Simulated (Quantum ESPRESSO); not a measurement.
# Magnetic state of KNiF3 from several starts, part 2 of 2

Does KNiF3 prefer parallel or opposed moments, or none?

Quantum ESPRESSO 7.5; PBEsol; plane waves with GBRV 1.5 PBEsol potentials, no spin-orbit coupling.

So far, absolute magnetization (μB): step 2 (start 1: ferro +) 2.03.

The database entry behind the starting cell differs from later determinations by our own check (about 0.35 % short), so it need not match the best structure at ambient conditions.

## Step 4: Start 3: antiferro q=(1/2,1/2,1/2) +−

The cell is doubled to 10 atoms to hold this order.

pw.in reads:

```
&CONTROL
  calculation = 'scf'
  prefix = 'pwscf'
  outdir = './tmp'
  pseudo_dir = './pseudo'
  disk_io = 'nowf'
/
&SYSTEM
  ibrav = 0
  nat = 10
  ntyp = 4
  ecutwfc = 40
  ecutrho = 280
  nbnd = 62
  occupations = 'smearing'
  smearing = 'fd'
  degauss = 0.00367493
  nspin = 2
  starting_magnetization(1) = 0
  starting_magnetization(2) = 0.1111
  starting_magnetization(3) = -0.1111
  starting_magnetization(4) = 0
/
&ELECTRONS
  conv_thr = 2d-08
  electron_maxstep = 150
  mixing_beta = 0.3
/
ATOMIC_SPECIES
K      39.0983 k_pbesol_v1.4.uspp.F.UPF
Ni1    58.6934 ni_pbesol_v1.4.uspp.F.UPF
Ni2    58.6934 ni_pbesol_v1.4.uspp.F.UPF
F      18.9984 f_pbesol_v1.4.uspp.F.UPF
CELL_PARAMETERS angstrom
   8.0000000000    0.0000000000    0.0000000000
   4.0000000000    4.0000000000    0.0000000000
   4.0000000000    0.0000000000    4.0000000000
ATOMIC_POSITIONS crystal
K       0.0000000000    0.0000000000    0.0000000000
K       0.5000000000    0.0000000000    0.0000000000
Ni1     0.7500000000    0.5000000000    0.5000000000
Ni2     0.2500000000    0.5000000000    0.5000000000
F       0.0000000000    0.5000000000    0.0000000000
F       0.5000000000    0.5000000000    0.0000000000
F       0.5000000000    0.5000000000    0.5000000000
F       0.0000000000    0.5000000000    0.5000000000
F       0.0000000000    0.0000000000    0.5000000000
F       0.5000000000    0.0000000000    0.5000000000
K_POINTS automatic
3 6 6 0 0 0
```

Launch:

```bash
> OMP_NUM_THREADS=1 mpirun -n 4 pw.x -nk 4 -in pw.in > pw.out
```

Output:

```text
     [... lines left out ...]
Program PWSCF v.7.5 starts
     [... lines left out ...]
     number of atoms/cell      =           10
     [... lines left out ...]
     number of electrons       =        96.00
     number of Kohn-Sham states=           62
     kinetic-energy cutoff     =      40.0000  Ry
     charge density cutoff     =     280.0000  Ry
     scf convergence threshold =      2.0E-08
     [... lines left out ...]
     48 Sym. Ops., with inversion, found (24 have fractional translation)
     [... lines left out ...]
     number of k points=    10  Fermi-Dirac smearing, width (Ry)=  0.0037
     [... lines left out ...]
     iteration # 17     ecut=    40.00 Ry     beta= 0.30
     [... lines left out ...]
     Magnetic moment per site  (integrated on atomic sphere of radius R)
     atom   1 (R=0.146)  charge=  7.6167  magn=  0.0000
     atom   2 (R=0.146)  charge=  7.6167  magn=  0.0000
     atom   3 (R=0.103)  charge= 15.4294  magn=  1.4880
     atom   4 (R=0.103)  charge= 15.4294  magn= -1.4880
     atom   5 (R=0.103)  charge=  6.4940  magn= -0.0000
     atom   6 (R=0.103)  charge=  6.4940  magn= -0.0000
     atom   7 (R=0.103)  charge=  6.4940  magn= -0.0000
     atom   8 (R=0.103)  charge=  6.4940  magn= -0.0000
     atom   9 (R=0.103)  charge=  6.4940  magn= -0.0000
     atom  10 (R=0.103)  charge=  6.4940  magn= -0.0000
     [... lines left out ...]
     the Fermi energy is     7.0265 ev
!    total energy              =   -1091.73304798 Ry
     estimated scf accuracy    <          1.8E-09 Ry
     smearing contrib. (-TS)   =      -0.00000058 Ry
     [... lines left out ...]
     total magnetization       =    -0.00 Bohr mag/cell
     absolute magnetization    =     3.37 Bohr mag/cell
     convergence has been achieved in  17 iterations
```

It took 56 s on 4 MPI ranks of Intel Xeon Platinum 8375C at 2.90GHz (Ice Lake), shared host; peak memory 0.82 GiB; 3.7 min of CPU time.

Spin moment in the atom's sphere by atom:

```csv
atom,spin moment in the atom's sphere (μB)
K1,0.00
K2,0.00
Ni3,1.49
Ni4,-1.49
F5,0.00
F6,0.00
F7,0.00
F8,0.00
F9,0.00
F10,0.00
```

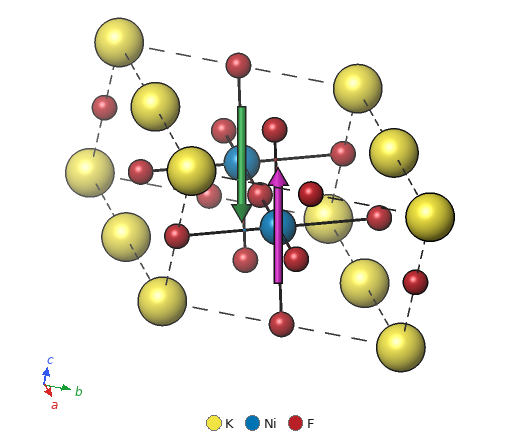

Spin moment in the atom's sphere as arrows, the longest 1.49 μB. Up and down stand for the sign. Arrows give size and sign along the axis of quantisation, drawn up and down the page. The two directions have two colours. Some periodic images of atoms are drawn too.

This step gave:

- smearing term TS: 7.84e-6 eV
- magnetization: 0 μB
- absolute magnetization: 3.367 μB
- final state: antiferromagnetic

## Step 5: Run 4 (no spin polarisation)

pw.in reads:

```
&CONTROL
  calculation = 'scf'
  prefix = 'pwscf'
  outdir = './tmp'
  pseudo_dir = './pseudo'
  disk_io = 'nowf'
/
&SYSTEM
  ibrav = 0
  nat = 5
  ntyp = 3
  ecutwfc = 40
  ecutrho = 280
  nbnd = 33
  occupations = 'smearing'
  smearing = 'fd'
  degauss = 0.00367493
/
&ELECTRONS
  conv_thr = 1d-08
  electron_maxstep = 150
  mixing_beta = 0.3
/
ATOMIC_SPECIES
K      39.0983 k_pbesol_v1.4.uspp.F.UPF
Ni     58.6934 ni_pbesol_v1.4.uspp.F.UPF
F      18.9984 f_pbesol_v1.4.uspp.F.UPF
CELL_PARAMETERS angstrom
   4.0000000000    0.0000000000    0.0000000000
   0.0000000000    4.0000000000    0.0000000000
   0.0000000000    0.0000000000    4.0000000000
ATOMIC_POSITIONS crystal
K       0.0000000000    0.0000000000    0.0000000000
Ni      0.5000000000    0.5000000000    0.5000000000
F       0.5000000000    0.5000000000    0.0000000000
F       0.0000000000    0.5000000000    0.5000000000
F       0.5000000000    0.0000000000    0.5000000000
K_POINTS automatic
6 6 6 0 0 0
```

Output:

```text
     [... lines left out ...]
Program PWSCF v.7.5 starts
     [... lines left out ...]
     number of atoms/cell      =            5
     [... lines left out ...]
     number of electrons       =        48.00
     number of Kohn-Sham states=           33
     kinetic-energy cutoff     =      40.0000  Ry
     charge density cutoff     =     280.0000  Ry
     scf convergence threshold =      1.0E-08
     [... lines left out ...]
     48 Sym. Ops., with inversion, found
     [... lines left out ...]
     number of k points=    20  Fermi-Dirac smearing, width (Ry)=  0.0037
     [... lines left out ...]
     iteration # 14     ecut=    40.00 Ry     beta= 0.30
     [... lines left out ...]
     the Fermi energy is     6.8820 ev
!    total energy              =    -545.83381008 Ry
     estimated scf accuracy    <          2.4E-10 Ry
     smearing contrib. (-TS)   =      -0.00115789 Ry
     [... lines left out ...]
     convergence has been achieved in  14 iterations
```

Run time: 6.7 s. Hardware: 4 MPI ranks; peak memory 0.39 GiB.

Read from the output:

```
smearing term TS : 0.01575 eV
final state      : non-magnetic (no spin polarisation)
```

## Step 6: Ranking

An order is kept where moments of 0.15 μB or more survive with the typed signs; meshes match where a doubled cell samples the same k points as the first cell.

Orders:

```csv
start,final state,typed order kept,energy over the lowest (meV a seeded atom),largest site moment (μB),net moment (μB a cell of the first run),mesh matched,CPU time (s)
ferro +,ferromagnetic,yes,258.6,1.675,1.99,yes,67.07
"antiferro q=(0,1/2,1/2) +-",antiferromagnetic,yes,76.48,1.541,0,yes,320.6
"antiferro q=(1/2,1/2,1/2) +-",antiferromagnetic,yes,0,1.488,0,yes,221.6
no spin polarisation,non-magnetic,-,445.1,0,0,yes,25.95
```

## Step 7: Couplings from the energies

E = −Σ J e·e over ordered pairs of unit vectors, so each pair counts twice. As many shells are taken as there are differences of energy, so the couplings are solved for and no residual tests the model; further shells are folded in, and shells whose pairs keep their relative signs in all orders cancel and are not probed. Couplings from the energies:

```csv
pair,distance (Å),neighbours an atom,J (meV)
Ni-Ni,4,6,-21.55
Ni-Ni,5.657,12,-0.6062
```

## Step 8: What came out

```
lowest state found                                                     : antiferromagnetic (from antiferro q=(1/2,1/2,1/2) +-)
largest site moment                                                    : 1.49 μB
next state with moments                                                : antiferromagnetic, 76.5 meV a seeded atom higher
state without moments                                                  : 445 meV a seeded atom higher
J of the weightiest shell (Ni-Ni, 4.00 Å; E = −Σ J e·e, ordered pairs) : -21.5 meV
```

**Reading.** The largest moment changes by 11 % between the kept orders, a modest change. This is the lowest of 4 collinear or spinless starts, no proof of the ground state. No Hubbard term acts here. In such compounds local and semilocal functionals without one often delocalise the d electrons, and can shrink or lose moments and miss the size, sign and order of the couplings.

[Logs and program files are shortened in this print: banners, set-up blocks, solver, clock and traceback lines can be left out without a mark of their own.]

[Logs are printed without paths, hosts, clocks, repeated set-up lines and the standing remarks that a program may print on its own settings, such as how far it seeks lower states.]

[Hosts, paths, dates, database ids (printed as entryN), source tags and the programs' standing remarks are cut or masked in the printed files.]

[Where a cell is said to come from a database of computed structures, the database is the Materials Project.]
